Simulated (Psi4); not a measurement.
# C2H3O− (SMILES C=C[O-]) at 4 levels

Wanted: a comparison of 4 runs (HF/3-21G, B3LYP/6-31G*, PBE0/def2-SVP, CEPA(3)/aug-pcseg-0) of C2H3O−. 

Program for the calculation: Psi4 1.11.

4 further runs of the same task are left out: 2 that didn't finish, 2 set aside as unsound or not needed.

### Step 1. The molecule

The species is C2H3O− (6 atoms), meant as a singlet with charge -1. As SMILES, `C=C[O-]`. Geometry: relaxed at GFN2-xTB.

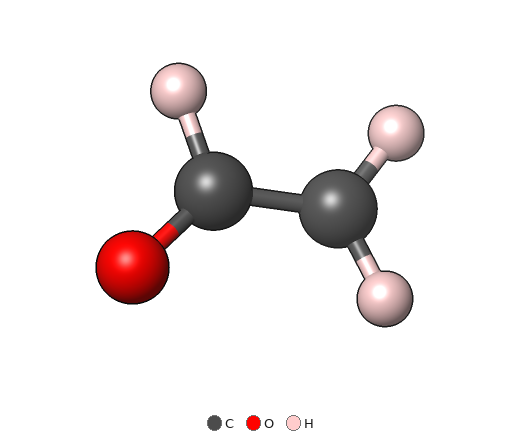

The structure, seen from a chosen angle (carbon dark grey, oxygen red, hydrogen pink).

### Step 2. Energy and forces at HF/3-21G (run 1)

The input, run.py:

```python
import psi4

psi4.set_memory('1600 MB')
psi4.set_num_threads(1)
psi4.core.set_output_file('c2h3o.out', False)

mol = psi4.geometry("""
-1 1
C     -0.534120     0.056350    -0.445510
C      0.499990    -0.080720     0.416820
O      1.050900    -1.124460     0.866290
H     -1.038040    -0.799450    -0.874810
H     -0.899760     1.032480    -0.741110
H      0.921030     0.915800     0.778320
units angstrom
symmetry c1
no_reorient
no_com
""")

options = {'basis': '3-21G', 'puream': True, 'e_convergence': 1e-09, 'd_convergence': 1e-08, 'scf_type': 'pk'}
psi4.set_options(options)

e, wfn = psi4.gradient('scf', return_wfn=True)
psi4.oeprop(wfn, 'MULLIKEN_CHARGES', 'MAYER_INDICES', 'DIPOLE')
print('gradient / Eh bohr^-1')
print(e.np.round(6))
print(f'energy = {wfn.energy():.10f} Eh')
```

Command:

```
$ python run.py
```

c2h3o.out:

```text
[...]
  Running in c1 symmetry.
[...]
  Nuclear repulsion =   63.615231620269682
[...]
  Multiplicity = 1
[...]
  Nalpha       = 12
  Nbeta        = 12
[...]
    Number of basis functions: 33
[...]
   @RHF iter   1:  -151.30730617058472   -7.46832e-01   1.49728e-02 DIIS/ADIIS
[...]
   @RHF iter  12:  -151.42100728277475   -7.38964e-13   4.23900e-09 DIIS
[...]
    Orbital Energies [Eh]
    ---------------------
    Doubly Occupied:
       1A    -20.108826     2A    -10.988279     3A    -10.875547
       4A     -1.056894     5A     -0.736627     6A     -0.497074
       7A     -0.388543     8A     -0.327406     9A     -0.262943
      10A     -0.254920    11A     -0.118037    12A     -0.041718
[...]
  @RHF Final Energy:  -151.42100728277475
   => Energetics <=
    Nuclear Repulsion Energy =             63.6152316202696824
    One-Electron Energy =                -338.7588496417077408
    Two-Electron Energy =                 123.7226107386632918
    Total Energy =                       -151.4210072827747524
[...]
  -Total Gradient:
     Atom            X                  Y                   Z
    ------   -----------------  -----------------  -----------------
       1        0.013512668935    -0.010578796302     0.011159168288
       2       -0.009569283974    -0.005968280458    -0.007997235798
       3       -0.006213077716     0.005286804019    -0.005157770059
       4       -0.003394192951    -0.001808982262    -0.002847581025
       5       -0.002500150873     0.003299749507    -0.002058285199
       6        0.008164036578     0.009769505495     0.006901703793
[...]
 Multipole Moments:
 ------------------------------------------------------------------------------------
     Multipole            Electronic (a.u.)      Nuclear  (a.u.)        Total (a.u.)
 ------------------------------------------------------------------------------------
 L = 1.  Multiply by 2.5417464519 to convert [e a0] to [Debye]
 Dipole X            :        -14.3647955           13.5789105           -0.7858850
 Dipole Y            :         16.3393975          -15.1047132            1.2346843
 Dipole Z            :        -11.8319995           11.1882747           -0.6437248
 Magnitude           :                                                    1.5988878
[...]
  Mulliken Charges: (a.u.)
   Center  Symbol    Alpha    Beta     Spin     Total
       1     C     3.33173  3.33173  0.00000 -0.66347
       2     C     2.84922  2.84922  0.00000  0.30155
       3     O     4.40122  4.40122  0.00000 -0.80244
       4     H     0.45222  0.45222  0.00000  0.09556
       5     H     0.46594  0.46594  0.00000  0.06812
       6     H     0.49966  0.49966  0.00000  0.00068
   Total alpha = 12.00000, Total beta = 12.00000, Total charge = -1.00000
  Mayer Bond Indices:
[...]
```

The script printed:

```text
gradient / Eh bohr^-1
[[ 0.013513 -0.010579  0.011159]
 [-0.009569 -0.005968 -0.007997]
 [-0.006213  0.005287 -0.005158]
 [-0.003394 -0.001809 -0.002848]
 [-0.0025    0.0033   -0.002058]
 [ 0.008164  0.00977   0.006902]]
energy = -151.4210072828 Eh
```

Wall time 3.3 s (1 thread of AMD EPYC 7R43 (Zen 3), shared host); peak memory 0.17 GiB.

### Step 3. The energy at B3LYP/6-31G(d) (spherical functions) (run 2)

The input, c2h3o.in:

```
memory 1600 mb

molecule geom {
  -1 1
  C
  C 1 r2
  O 2 r3 1 a3
  H 1 r4 2 a4 3 d4
  H 1 r5 4 a5 2 d5
  H 2 r6 3 a6 1 d6

  r2 = 1.353434
  r3 = 1.262901
  a3 = 130.07319
  r4 = 1.081955
  a4 = 121.90833
  d4 = 0.01657
  r5 = 1.083467
  a5 = 116.56317
  d5 = -179.99255
  r6 = 1.140618
  a6 = 116.63017
  d6 = -179.98447
  symmetry c1
}

set basis 6-31G*
set puream true
set e_convergence 1e-09
set d_convergence 1e-08
set scf_type pk
set dft_radial_points 99
set dft_spherical_points 590

e_tot, wfn = energy("b3lyp", return_wfn=True)
```

Command:

```
$ psi4 c2h3o.in c2h3o.out -n 1
```

c2h3o.out:

```text
[...]
  Running in c1 symmetry.
[...]
  Nuclear repulsion =   63.615235808888158
[...]
  Multiplicity = 1
[...]
  Nalpha       = 12
  Nbeta        = 12
[...]
    Number of basis functions: 48
[...]
   @RKS iter   1:  -152.85681054697088   -2.18992e-01   1.71077e-02 DIIS/ADIIS
[...]
   @RKS iter  11:  -153.20277423205692   -1.44951e-12   7.90121e-09 DIIS
[...]
    Orbital Energies [Eh]
    ---------------------
    Doubly Occupied:
       1A    -18.820653     2A     -9.975450     3A     -9.895267
       4A     -0.714813     5A     -0.467521     6A     -0.294858
       7A     -0.208482     8A     -0.157475     9A     -0.114649
      10A     -0.096232    11A      0.032164    12A      0.061341
[...]
  @RKS Final Energy:  -153.20277423205692
   => Energetics <=
    Nuclear Repulsion Energy =             63.6152358088881584
    One-Electron Energy =                -340.2154436092629908
    Two-Electron Energy =                 140.2573610321633453
    DFT Exchange-Correlation Energy =     -16.8599274638454091
    Empirical Dispersion Energy =           0.0000000000000000
    VV10 Nonlocal Energy =                  0.0000000000000000
    Total Energy =                       -153.2027742320569246
[...]
 Multipole Moments:
 ------------------------------------------------------------------------------------
     Multipole            Electronic (a.u.)      Nuclear  (a.u.)        Total (a.u.)
 ------------------------------------------------------------------------------------
 L = 1.  Multiply by 2.5417464519 to convert [e a0] to [Debye]
 Dipole X            :         -0.0001869            0.0001323           -0.0000546
 Dipole Y            :         -1.6219161            1.9250256            0.3031095
 Dipole Z            :          2.5437083           -2.7420465           -0.1983382
 Magnitude           :                                                    0.3622339
[...]
```

Wall time 11 s (1 thread of AMD EPYC 7R43 (Zen 3), shared host); peak memory 0.67 GiB.

### Step 4. Energy and gradient at PBE0/def2-SVP (run 3)

The input, job.inp:

```
memory 1600 MB

molecule system {
  -1 1
  C     -0.534120     0.056350    -0.445510
  C      0.499990    -0.080720     0.416820
  O      1.050900    -1.124460     0.866290
  H     -1.038040    -0.799450    -0.874810
  H     -0.899760     1.032480    -0.741110
  H      0.921030     0.915800     0.778320
  symmetry c1
  no_reorient
  no_com
}

set {
  basis def2-SVP
  reference rks
  puream true
  e_convergence 1e-09
  d_convergence 1e-08
  scf_type pk
  dft_radial_points 99
  dft_spherical_points 590
}

result, w = gradient('pbe0', return_wfn=True)
oeprop(w, 'MULLIKEN_CHARGES', 'MAYER_INDICES', 'QUADRUPOLE', title='PBE0')
print_variables()
```

Command:

```
$ psi4 job.inp job.out -n 1
```

job.out:

```text
[...]
  Running in c1 symmetry.
[...]
  Nuclear repulsion =   63.615231620269682
[...]
  Multiplicity = 1
[...]
  Nalpha       = 12
  Nbeta        = 12
[...]
    Number of basis functions: 57
[...]
   @RKS iter   1:  -152.60598283733862   -2.58998e-01   1.35487e-02 DIIS/ADIIS
[...]
   @RKS iter  11:  -152.92291424427950   -3.69482e-12   9.21830e-09 DIIS
[...]
    Orbital Energies [Eh]
    ---------------------
    Doubly Occupied:
       1A    -18.893283     2A    -10.033931     3A     -9.956856
       4A     -0.739445     5A     -0.489976     6A     -0.312004
       7A     -0.229658     8A     -0.178799     9A     -0.133854
      10A     -0.123051    11A      0.010716    12A      0.038974
[...]
  @RKS Final Energy:  -152.92291424427950
   => Energetics <=
    Nuclear Repulsion Energy =             63.6152316202696824
    One-Electron Energy =                -339.8269205873593251
    Two-Electron Energy =                 138.9326773212309831
    DFT Exchange-Correlation Energy =     -15.6439025984208389
    Empirical Dispersion Energy =           0.0000000000000000
    VV10 Nonlocal Energy =                  0.0000000000000000
    Total Energy =                       -152.9229142442794966
[...]
  -Total Gradient:
     Atom            X                  Y                   Z
    ------   -----------------  -----------------  -----------------
       1        0.017902477918    -0.008889424153     0.014849592541
       2       -0.025532739207     0.018200722643    -0.021098005414
       3        0.001431042803    -0.006391838277     0.001110762470
       4        0.003575522575     0.010717054700     0.003096510954
       5        0.001975165297    -0.009766171485     0.001547845299
       6        0.000645631680    -0.003871357858     0.000490867743
[...]
 Multipole Moments:
 ------------------------------------------------------------------------------------
     Multipole            Electronic (a.u.)      Nuclear  (a.u.)        Total (a.u.)
 ------------------------------------------------------------------------------------
 L = 1.  Multiply by 2.5417464519 to convert [e a0] to [Debye]
 Dipole X            :        -14.3404115           13.5789105           -0.7615010
 Dipole Y            :         16.1638049          -15.1047132            1.0590917
 Dipole Z            :        -11.8134772           11.1882747           -0.6252025
 Magnitude           :                                                    1.4465259
 L = 2.  Multiply by 1.3450342976 to convert [e a0^2] to [Debye ang]
 Quadrupole XX       :        -71.7895201           52.7880620          -19.0014581
 Quadrupole XY       :         35.2129812          -32.6107679            2.6022133
[...]
  Mulliken Charges: (a.u.)
   Center  Symbol    Alpha    Beta     Spin     Total
       1     C     3.14197  3.14197  0.00000 -0.28394
       2     C     2.94566  2.94566  0.00000  0.10867
       3     O     4.25311  4.25311  0.00000 -0.50622
       4     H     0.53669  0.53669  0.00000 -0.07339
       5     H     0.54234  0.54234  0.00000 -0.08468
       6     H     0.58023  0.58023  0.00000 -0.16046
   Total alpha = 12.00000, Total beta = 12.00000, Total charge = -1.00000
  Mayer Bond Indices:
[...]
```

Run time: 16 s. Hardware: 1 thread of AMD EPYC 7R43 (Zen 3), shared host; peak memory 0.73 GiB.

### Step 5. A single-point energy at CEPA(3)/aug-pcseg-0 (run 4)

The input, calc.dat:

```
memory 1600 MB

molecule molecule1 {
  -1 1
  C     -0.534120     0.056350    -0.445510
  C      0.499990    -0.080720     0.416820
  O      1.050900    -1.124460     0.866290
  H     -1.038040    -0.799450    -0.874810
  H     -0.899760     1.032480    -0.741110
  H      0.921030     0.915800     0.778320
  symmetry c1
  no_reorient
  no_com
}

set reference rhf
set scf_type pk
set freeze_core true
set soscf true

e_tot, wfn = energy('cepa(3)/aug-pcseg-0', return_wfn=True)
```

Command:

```
$ psi4 -i calc.dat -o calc.out -n 1
```

calc.out:

```text
[...]
  Running in c1 symmetry.
[...]
  Nuclear repulsion =   63.615231620269682
[...]
  Multiplicity = 1
[...]
  Nalpha       = 12
  Nbeta        = 12
[...]
    Number of basis functions: 48
[...]
   @RHF iter   1:  -151.70735370209087   -6.56599e-01   1.22045e-02 DIIS/ADIIS
[...]
   @RHF iter   7:  -151.87604427671357   -9.66338e-13   9.67531e-10 SOSCF, nmicro=conv
[...]
    Orbital Energies [Eh]
    ---------------------
    Doubly Occupied:
       1A    -20.284057     2A    -11.090203     3A    -10.986997
       4A     -1.109527     5A     -0.779747     6A     -0.534168
       7A     -0.433125     8A     -0.373235     9A     -0.306936
      10A     -0.299053    11A     -0.169891    12A     -0.087298
[...]
  @RHF Final Energy:  -151.87604427671357
   => Energetics <=
    Nuclear Repulsion Energy =             63.6152316202696824
    One-Electron Energy =                -338.0740762454250330
    Two-Electron Energy =                 122.5828003484417650
    Total Energy =                       -151.8760442767135714
[...]
 Multipole Moments:
 ------------------------------------------------------------------------------------
     Multipole            Electronic (a.u.)      Nuclear  (a.u.)        Total (a.u.)
 ------------------------------------------------------------------------------------
 L = 1.  Multiply by 2.5417464519 to convert [e a0] to [Debye]
 Dipole X            :        -14.5474752           13.5789105           -0.9685646
 Dipole Y            :         16.6870112          -15.1047132            1.5822980
 Dipole Z            :        -11.9811350           11.1882747           -0.7928603
 Magnitude           :                                                    2.0175262
[...]
      * SCS-MP2 total energy:                 -152.195081389727
[...]
      * MP2 total energy:                     -152.201496358509
[...]
```

It took 5.1 s on 1 thread of AMD EPYC 7R43 (Zen 3), shared host; peak memory 0.21 GiB.

### Step 6. Overview of the runs

```csv
run,level,task,integration grid,energy (Eh),HOMO energy (eV),LUMO energy (eV),HOMO–LUMO gap (eV),wall time
1,HF/3-21G,gradient,–,-151.421007,-1.14,13.20,14.34,3.3 s
2,B3LYP/6-31G* (spherical functions),energy,99 radial × 590 angular,-153.202774,1.67,8.64,6.97,11 s
3,PBE0/def2-SVP,gradient,99 radial × 590 angular,-152.922914,1.06,8.10,7.04,16 s
4,CEPA(3)/aug-pcseg-0,energy,–,-152.211527,-2.38,4.56,6.94,5.1 s
```

### Step 7. Results

```
                                                    quantity          value
                                         run 4: total energy  -152.21153 Eh
                  run 4: HOMO energy (Hartree–Fock orbitals)       -2.38 eV
                  run 4: LUMO energy (Hartree–Fock orbitals)        4.56 eV
run 4: HOMO–LUMO gap (to an unbound level, set by the basis)        6.94 eV
          run 4: correlation energy (3 core orbitals frozen)     -335.5 mEh
```

Over runs 1, 2, 3 the HOMO–LUMO gap runs from 6.97 eV (B3LYP/6-31G*) to 14.34 eV (HF/3-21G). The two ends differ in method and basis. The empty levels of an anion lie above zero and hang on the basis. Totals of different functionals can't be ranked against each other. In runs 2, 3 the HOMO lies above zero, so the outermost electron may be held by the basis alone. All runs together took 35 s, the longest 16 s.
